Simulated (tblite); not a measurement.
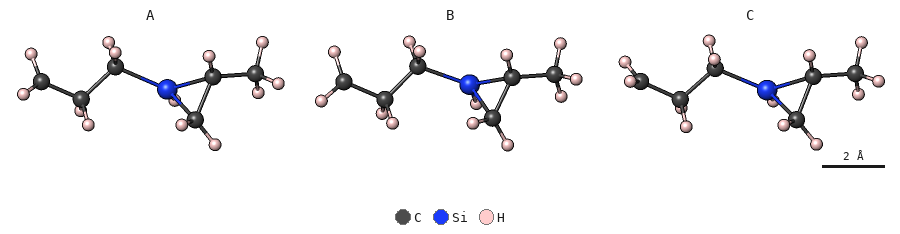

3 geometries from one relaxation of C₆H₁₃Si (multiplicity 2), in shuffled order. The picture is a ball-and-stick view, seen at a tilt.

Level of theory: GFN2-xTB geometry optimisation, gas phase in tblite. 

### Order the frames from highest to lowest energy.

B, A, C. They are steps 0, 53, 102, at +9.27 kcal/mol, +0.66 kcal/mol relative to the last. An H atom moves most after the best rigid fit: 0.80 Å. By element the largest moves are H 0.80 Å, Si 0.24 Å, C 0.22 Å. Near-neighbour distances that change, for instance: C–Si 1.827 → 1.891 Å, C–C 1.487 → 1.540 Å, C–Si 1.852 → 1.892 Å, C–C 1.505 → 1.467 Å. Bond angles that change, for instance: C–Si–H 109.0° → 117.6°, Si–C–H 114.2° → 121.0°, C–Si–C 113.1° → 119.5°. Groups turn about C–C by about 55°. Over 102 geometry steps the energy falls by 9.27 kcal/mol. Cost: 0.66 s on 1 thread of Arm Neoverse V2, on a shared host.
